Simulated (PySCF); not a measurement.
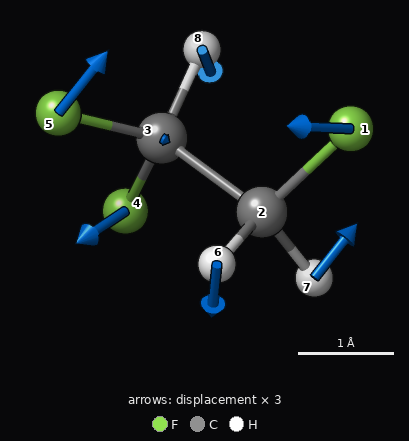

A relaxation of C2H3F3. The starting structure is drawn; blue arrows show the displacements, 3 times their true length. The two geometries are superimposed by the best rigid fit.

Style: ball-and-stick. Shown from a free direction.

The start comes from GFN2-xTB. Its atoms were then displaced at random by about 0.01 Å.

Method: PySCF, PBE0-D3(BJ)/def2-SVP geometry optimisation, gas phase. 

Describe the change and its energy.

Answer. Over 8 geometry steps the energy falls by 10.9 kJ/mol. The largest move after the best rigid fit is that of F1, 0.32 Å. By element the largest moves are F 0.32 Å, H 0.29 Å, C 0.04 Å. Near-neighbour distances that change, for instance: C2–C3 1.544 → 1.510 Å, F1–C2 1.396 → 1.363 Å, C3–F4 1.331 → 1.351 Å, C3–H8 1.086 → 1.105 Å. Bond angles that change, for instance: F1–C2–H7 107.3° → 110.0°, F1–C2–H6 107.7° → 110.2°, C2–C3–H8 110.1° → 112.3°. Groups turn about C2–C3 by about 30°. The run took 17 s on 1 thread of Arm Neoverse V1, with other jobs on the host.
